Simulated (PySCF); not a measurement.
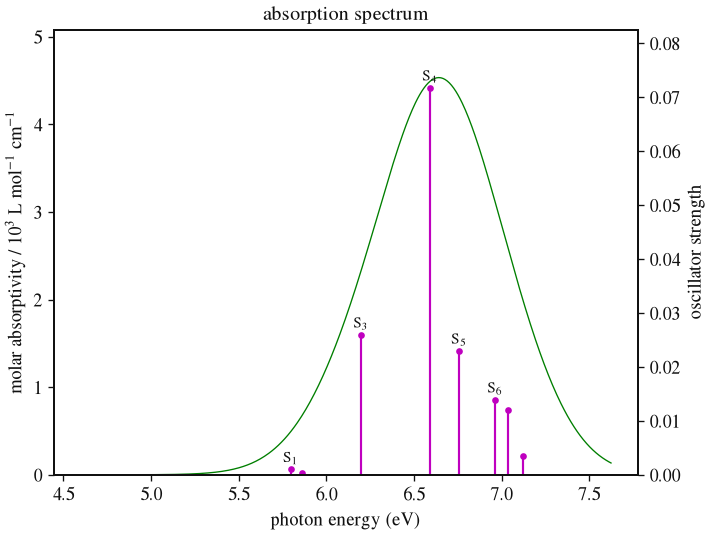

Vertical TDDFT excitations, PBE0/def2-SVPD in PySCF, at a GFN2-xTB geometry (no frequency check), gas phase. The lowest 8 singlet states are shown; each is broadened by a Gaussian of 1/e half-width 0.40 eV. Sticks give oscillator strengths (right axis).

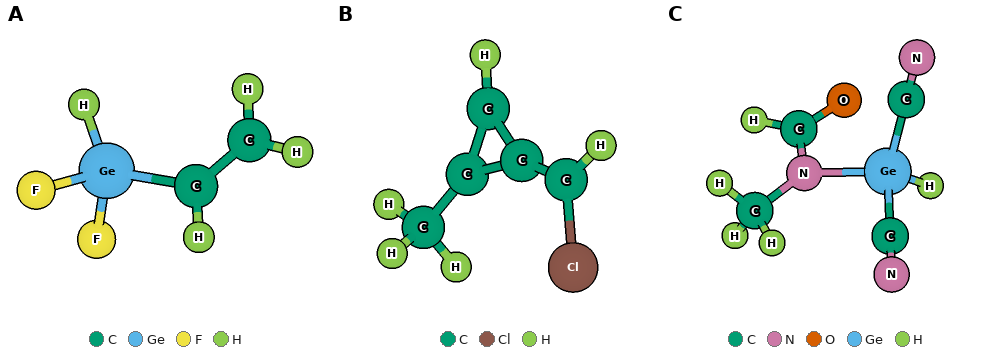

Question: Which molecule gives this spectrum? Choose among the lettered structures.

Answer: Structure C, C₄H₅GeN₃O, SMILES C[N](C=O)[GeH]([C]#N)[C]#N, singlet. Its lowest singlet lies at 5.80 eV (f = 0.001) and the brightest of those computed is S4 at 6.59 eV (188 nm), f = 0.072, mainly HOMO−1 → LUMO (60 %).

Known limits of this run: the tight-binding geometry is rougher than a DFT one and adds to the error; one conformer of a flexible molecule; core orbitals are frozen in the response.
